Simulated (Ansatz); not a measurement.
# Static equation of state of glassy 77ZrO2-23SiO2 (mol %) (90 atoms)

Density of this cell: 4.45 g/cm³. The cell holds 90 atoms: 23 Zr, 7 Si and 60 O. Its edges and angles: a = 10.906 Å, b = 10.601 Å, c = 10.526 Å, α = 88.9°, β = 87.9°, γ = 88.9°. The starting structure: 90 atoms (23 Zr, 7 Si, 60 O) placed at random at 4.39 g/cm³, melted at 4000 K for 10 ps at fixed volume with the Morse and Coulomb pair potential with partial charges (Pedone, Malavasi, Menziani, Cormack and Segre, J. Phys. Chem. B 110, 11780 (2006)). Quenched from 1800 K to 300 K at 50 K/ps and fixed volume, held 10 ps at zero pressure, then minimised at fixed cell.

Calculated with Ansatz 0.2.0: Kohn-Sham DFT, PBE, PAW (set soft_2), plane waves; cutoff 420 eV, Γ point, fermi-dirac smearing of 0.05 eV. Cell and atoms were relaxed first, to V0 = 13.509 Å³ an atom at a residual P0 = 0.012 GPa. The cell was then scaled evenly, and the atoms were relaxed at each volume.

| volume (Å³/atom) | pressure (GPa) |
| --- | --- |
| 12.158 | ? |
| 12.698 | 3.900 |
| 13.103 | 2.148 |
| 13.914 | -2.131 |
| 14.319 | -3.872 |

Task: Fit the third-order Birch–Murnaghan equation to the rows given and extrapolate to the withheld row.

**Working.**

Take the Eulerian strain f = ½[(V0/V)^(2/3) − 1] and the normalised pressure F = (P − P0) / [3f(1 + 2f)^(5/2)]. The third-order Birch–Murnaghan equation is then the line F = B0 + (3/2)B0(B′ − 4) f, so u = f and v = F.

```
      u = f  v = F (GPa)
  0.0210565      55.5175
  0.0102569      65.9860
-0.00975646      76.9071
 -0.0190505      74.8816
```

With n = 4: mean u = 6.2661e-4, mean v = 68.3230, Σ(u − ū)² = 0.0010051, Σ(u − ū)(v − v̄) = -0.50230. Slope b = -0.50230 / 0.0010051 = -499.75; intercept a = v̄ − b ū = 68.636.

So B0 = a = 68.6 GPa and B′ = 4 + 2b/(3a) = -0.854. At the withheld volume f = 0.03638, F = a + b f = 50.45 GPa, and P = P0 + 3f(1 + 2f)^(5/2) F.

Prediction at 12.158: 6.576 GPa. The run gave 7.044 GPa, so the fit is low by 0.47 GPa (6.6 % of the value).

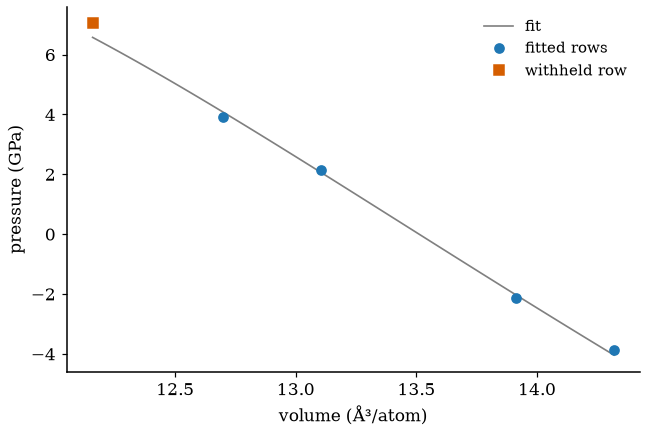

The fit, the rows that it rests on and the withheld row.

The series isn't one smooth equation of state: even a line fitted to all rows, the withheld one included, misses F by up to 7.2 %, the count of bonds changes along the series and an atom moves over 0.5 Å in some relaxation. B0 and B′ are then only the numbers of this fit, not moduli of the material. Among the rows given, the largest miss of the fit is at 12.698, by 0.18 GPa (1.7 % of the range of the table).

Limits: Static cells at zero temperature; the cell shape is held. The program notes that the SCF threshold of these relaxations is loose for the stress. The quench rate of 50 K/ps is many orders above laboratory rates, so the cell is likely richer in defects and strain than a real sample. The network of bonds at the start is that of the classical potential that made the cell, and needn't be the one that DFT or experiment would give. Only the Γ point is sampled, in a cell whose shortest periodic width is 11 Å.

[Logs are printed without paths, hosts, clocks, repeated set-up lines and the standing remarks that a program may print on its own settings, such as how far it seeks lower states.]

[Hosts, paths, dates, database ids (printed as entryN), source tags and the programs' standing remarks are cut or masked in the printed files.]
